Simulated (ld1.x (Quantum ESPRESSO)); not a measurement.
## Se: pseudopotential generation (part 2 of 2)

Continued. System: selenium (Se, Z = 34), core [Ar] 3d10, reference valence 4s2 4p4, valence charge 6. Method: RRKJ potential, PBE, scalar-relativistic, made with ld1.x (Quantum ESPRESSO) 7.5.

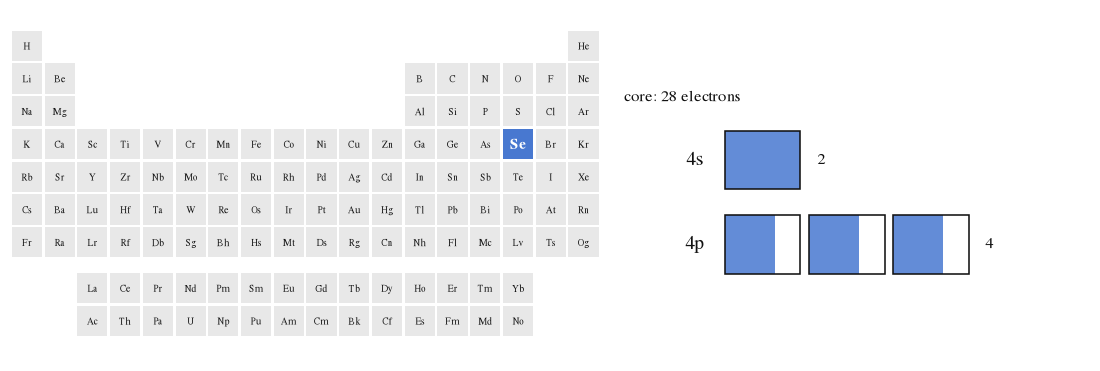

Left, the place of selenium in the periodic table; right, the valence shells of the reference configuration: a box for each of the 2l + 1 orbitals, shaded by the share of the shell that is filled, with the electron count at the right.

### Output of the test run (extracts), continued
```
     ---------------------- Testing the pseudopotential ----------------------

     Se
     scalar relativistic calculation

     atomic number is 34.00   valence charge is  6.00
     dft =PBE   lsd =0 sic =0 latt =0  beta=0.20 tr2=1.0E-14
     mesh =1211 r(mesh) =  99.34906 xmin = -7.00 dx = 0.01250

     n l     nl             e AE (Ry)        e PS (Ry)    De AE-PS (Ry)
     1 0     4S   1( 2.00)       -3.62504       -3.62944        0.00440
     2 1     4P   1( 1.00)       -2.67637       -2.67675        0.00038

     eps = 5.7E-16  iter =  9

     Etot =   -4855.369484 Ry,   -2427.684742 Ha,  -66060.667193 eV
     Etotps =   -37.264349 Ry,     -18.632174 Ha,    -507.007295 eV
     dEtot_ae =       4.561428 Ry
     dEtot_ps =       4.564956 Ry,   Delta E=      -0.003528 Ry

     Ekin =       4.110787 Ry,       2.055394 Ha,      55.930111 eV
     Encl =     -20.296793 Ry,     -10.148397 Ha,    -276.151943 eV
     Ehrt =       4.691450 Ry,       2.345725 Ha,      63.830431 eV
     Ecxc =     -25.747441 Ry,     -12.873720 Ha,    -350.311776 eV
     (Ecc =     -22.988945 Ry,     -11.494473 Ha,    -312.780532 eV)
     Epseu=      -0.022352 Ry,      -0.011176 Ha,      -0.304119 eV

     ---------------------- End of pseudopotential test ----------------------

     ---------------------- Testing the pseudopotential ----------------------

     Se
     scalar relativistic calculation

     atomic number is 34.00   valence charge is  6.00
     dft =PBE   lsd =0 sic =0 latt =0  beta=0.20 tr2=1.0E-14
     mesh =1211 r(mesh) =  99.34906 xmin = -7.00 dx = 0.01250

     n l     nl             e AE (Ry)        e PS (Ry)    De AE-PS (Ry)
     1 0     4S   1( 1.00)       -1.33128       -1.33559        0.00432
     2 1     4P   1( 5.00)       -0.52385       -0.52441        0.00055

     eps = 1.7E-15  iter = 14

     Etot =   -4859.131139 Ry,   -2429.565570 Ha,  -66111.847122 eV
     Etotps =   -41.027721 Ry,     -20.513861 Ha,    -558.210582 eV
     dEtot_ae =       0.799773 Ry
     dEtot_ps =       0.801584 Ry,   Delta E=      -0.001811 Ry

     Ekin =       6.909637 Ry,       3.454818 Ha,      94.010395 eV
     Encl =     -35.260101 Ry,     -17.630050 Ha,    -479.738112 eV
     Ehrt =      14.991147 Ry,       7.495574 Ha,     203.964952 eV
     Ecxc =     -27.536222 Ry,     -13.768111 Ha,    -374.649392 eV
     (Ecc =     -22.988945 Ry,     -11.494473 Ha,    -312.780532 eV)
     Epseu=      -0.132182 Ry,      -0.066091 Ha,      -1.798426 eV

     ---------------------- End of pseudopotential test ----------------------

     ---------------------- Testing the pseudopotential ----------------------

     Se
     scalar relativistic calculation

     atomic number is 34.00   valence charge is  6.00
     dft =PBE   lsd =0 sic =0 latt =0  beta=0.20 tr2=1.0E-14
     mesh =1211 r(mesh) =  99.34906 xmin = -7.00 dx = 0.01250

     n l     nl             e AE (Ry)        e PS (Ry)    De AE-PS (Ry)
     1 0     4S   1( 2.00)       -1.08231       -1.08210       -0.00021
     2 1     4P   1( 4.30)       -0.30396       -0.30382       -0.00014

     eps = 8.4E-15  iter = 19

     Etot =   -4860.047981 Ry,   -2430.023990 Ha,  -66124.321392 eV
     Etotps =   -41.946373 Ry,     -20.973187 Ha,    -570.709479 eV
     dEtot_ae =      -0.117069 Ry
     dEtot_ps =      -0.117068 Ry,   Delta E=      -0.000001 Ry

     Ekin =       6.596016 Ry,       3.298008 Ha,      89.743365 eV
     Encl =     -37.013871 Ry,     -18.506936 Ha,    -503.599371 eV
     Ehrt =      16.444241 Ry,       8.222121 Ha,     223.735300 eV
     Ecxc =     -27.855730 Ry,     -13.927865 Ha,    -378.996515 eV
     (Ecc =     -22.988945 Ry,     -11.494473 Ha,    -312.780532 eV)
     Epseu=      -0.117029 Ry,      -0.058514 Ha,      -1.592258 eV

     ---------------------- End of pseudopotential test ----------------------

     ---------------------- Testing the pseudopotential ----------------------

     Se
     scalar relativistic calculation

     atomic number is 34.00   valence charge is  6.00
     dft =PBE   lsd =0 sic =0 latt =0  beta=0.20 tr2=1.0E-14
     mesh =1211 r(mesh) =  99.34906 xmin = -7.00 dx = 0.01250

     n l     nl             e AE (Ry)        e PS (Ry)    De AE-PS (Ry)
     1 0     4S   1( 2.00)       -1.60936       -1.60987        0.00051
     2 1     4P   1( 3.50)       -0.79310       -0.79346        0.00036

     eps = 3.7E-15  iter = 12

     Etot =   -4859.614169 Ry,   -2429.807084 Ha,  -66118.419074 eV
     Etotps =   -41.512423 Ry,     -20.756211 Ha,    -564.805283 eV
     dEtot_ae =       0.316743 Ry
     dEtot_ps =       0.316882 Ry,   Delta E=      -0.000139 Ry

     Ekin =       6.307588 Ry,       3.153794 Ha,      85.819113 eV
     Encl =     -33.644580 Ry,     -16.822290 Ha,    -457.757836 eV
     Ehrt =      13.355250 Ry,       6.677625 Ha,     181.707439 eV
     Ecxc =     -27.432007 Ry,     -13.716004 Ha,    -373.231471 eV
     (Ecc =     -22.988945 Ry,     -11.494473 Ha,    -312.780532 eV)
     Epseu=      -0.098674 Ry,      -0.049337 Ha,      -1.342529 eV

     ---------------------- End of pseudopotential test ----------------------

     ---------------------- Testing the pseudopotential ----------------------

     Se
     scalar relativistic calculation

     atomic number is 34.00   valence charge is  6.00
     dft =PBE   lsd =0 sic =0 latt =0  beta=0.20 tr2=1.0E-14
     mesh =1211 r(mesh) =  99.34906 xmin = -7.00 dx = 0.01250

     n l     nl             e AE (Ry)        e PS (Ry)    De AE-PS (Ry)
     1 0     4S   1( 0.00)       -1.38798       -1.39899        0.01101  !
     2 1     4P   1( 6.00)       -0.56637       -0.56823        0.00185

     eps = 8.1E-15  iter = 16

     Etot =   -4858.316587 Ry,   -2429.158293 Ha,  -66100.764575 eV
     Etotps =   -40.206803 Ry,     -20.103401 Ha,    -547.041422 eV
     dEtot_ae =       1.614325 Ry
     dEtot_ps =       1.622502 Ry,   Delta E=      -0.008177 Ry

     Ekin =       7.325155 Ry,       3.662577 Ha,      99.663806 eV
     Encl =     -34.745276 Ry,     -17.372638 Ha,    -472.733566 eV
     Ehrt =      14.722792 Ry,       7.361396 Ha,     200.313795 eV
     Ecxc =     -27.359903 Ry,     -13.679951 Ha,    -372.250437 eV
     (Ecc =     -22.988945 Ry,     -11.494473 Ha,    -312.780532 eV)
     Epseu=      -0.149571 Ry,      -0.074786 Ha,      -2.035020 eV

     ---------------------- End of pseudopotential test ----------------------
```

### Summary

- outcome: generated, with a ghost state
- cutoffs needed: 80 Ry and 260 Ry (the cutoffs, on a coarse ladder, from which the occupation-weighted sum of valence levels, in a spherical-Bessel basis at the reference potential, stays within 10 and 1 mRy of its value at 400 Ry); ghost states and empty shells don't enter this sum
- ghost test: ghost state below the valence levels: p at -377.1 eV (spherical-Bessel basis up to 400 Ry, 20 bohr box)
- largest excitation error: -111 meV (all-electron minus pseudo) for 4s0 4p6, out of 7 test configurations
- range over which the phases arctan(r u′/u) at the test radius agree within 0.05 rad (a looser test near the poles than one of phase shifts): s: up to about 1.5 Ry; p: up to about 3.5 Ry; d: over the whole range computed
- hardware: 1 CPU thread, shared host
- wall time: 1.9 s

### Notes

The potential has a bound ghost state, so it can't be used as it stands.
